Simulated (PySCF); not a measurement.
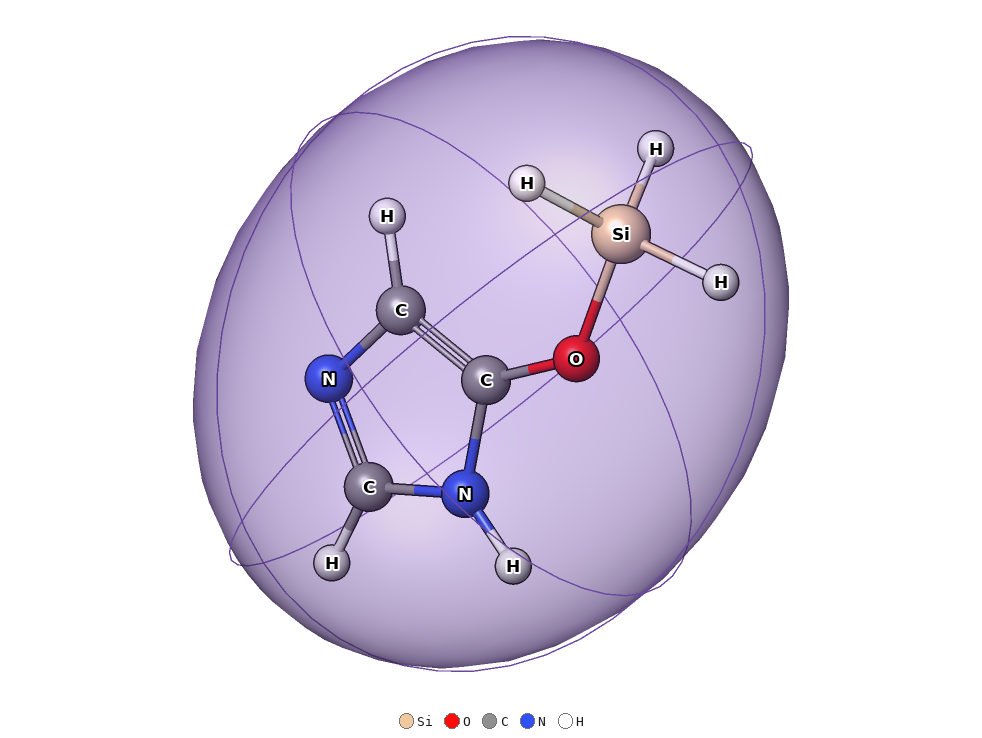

The ellipsoid shows the static dipole polarisability: its half-axes are proportional to the principal values. The computed structure is the end point of a GFN2-xTB optimisation. No frequency run is at hand to confirm it as a minimum. Computed with PBE0/def2-SVPD (PySCF 2.14.0).

Question: How large and how anisotropic is the polarisability?

Answer: Principal values 54.8, 75.0, 97.2 bohr³; mean 75.6 bohr³ (11.21 Å³); anisotropy 36.8 bohr³, so the longest axis is 1.77 times the shortest.

The geometry is semi-empirical. Around Si such bond lengths and angles can be off by a tenth of an ångström or more and by several degrees, and values that hang on the shape move with them.
